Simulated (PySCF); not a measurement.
## Electronic structure of C₂H₇Cl₃Si₂ in real space

The calculation's input:

```
{"job": {"kind": "nmr", "xc": "PBE0", "basis": "pcSseg-1"}, "charge": 0, "multiplicity": 1}
Cl     1.527951     1.298956     1.476824
C      2.202210    -0.018137     0.471561
Si     1.014189    -0.318605    -1.005672
Si    -1.116229    -0.822480    -0.212148
Cl    -1.119589    -2.104622     1.360293
C     -2.026269     0.750484     0.407241
Cl    -2.087648     1.935654    -0.927442
H      3.195801     0.302343     0.166695
H      2.304996    -0.883544     1.122948
H      1.617018    -1.422197    -1.768263
H      1.056110     0.892671    -1.825627
H     -1.996208    -1.411902    -1.226838
H     -1.516056     1.239834     1.234891
H     -3.056956     0.561070     0.703370
```

Launched as:

```sh
OMP_NUM_THREADS=1 python probes_run.py task.json out
```

Geometry: GFN2-xTB.

Theory: PBE0/pcSseg-1, SCF density, gas phase, non-relativistic (PySCF 2.14.0).

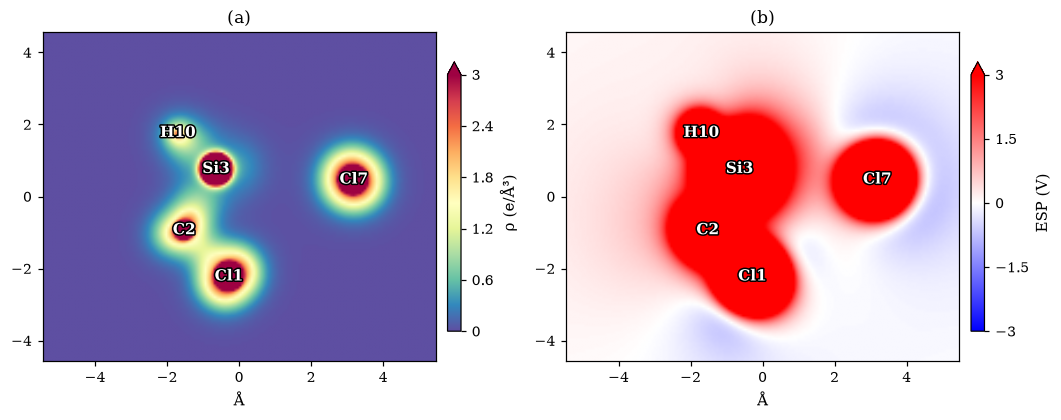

Figure 1. (a) electron density; (b) electrostatic potential on the plane of atoms Cl1, C2 and Si3.

### Read the bonding off the picture.

Atoms in the plane: Cl, C, Si and H. C–Cl (1.79 Å): the density is about 1.3 e/Å³ at the midpoint. C–Si (1.92 Å): the density is about 0.9 e/Å³ at the midpoint. Si–H (1.47 Å): the density is about 0.8 e/Å³ at the midpoint. Outside the dense part of the molecule the potential is most negative (−0.7 V) near Cl7.

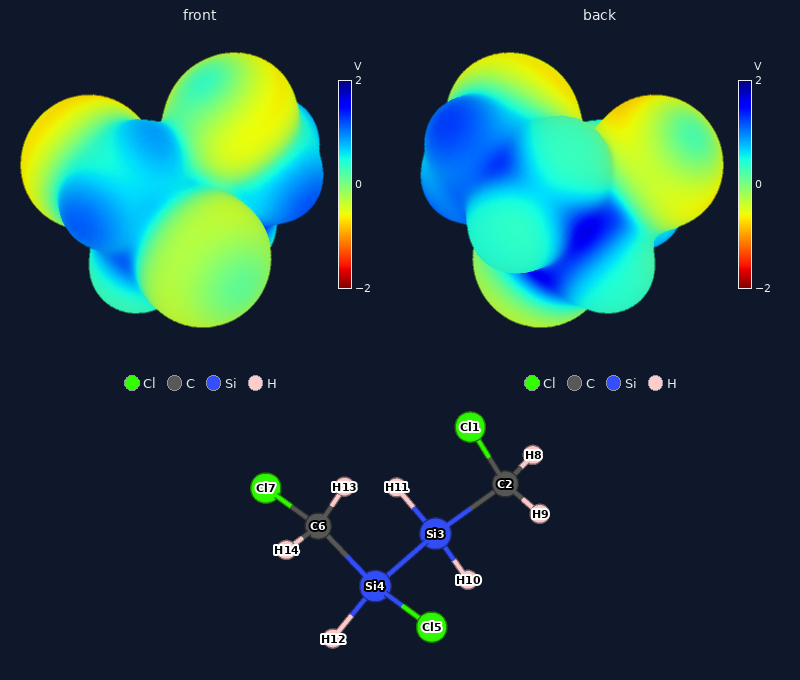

Figure 2. The electrostatic potential painted on the density surface at 0.002 e/bohr³, seen from the front and from behind; the colour scale runs from red (negative) to blue (positive). The bare structure is drawn below in the same view.

### Which sites attract a positive test charge, and which a negative one?

A positive charge is drawn to the negative regions and a negative charge to the positive ones. The most negative region (about −0.7 V, or −16 kcal/mol for a unit charge) lies over Cl7, the most positive (about +1.5 V, or +35 kcal/mol for a unit charge) over Si3 and Si4. Cl1 shows a σ-hole: about +0.3 V, or +7 kcal/mol for a unit charge at the tip opposite its bond, against about −0.4 V, or −9 kcal/mol for a unit charge on its flanks. Cl7 shows a σ-hole: about +0.2 V at the tip opposite its bond, against about −0.4 V, or −9 kcal/mol for a unit charge on its flanks.

### How polar is the molecule by this calculation?

Its dipole moment is 1.83 D.
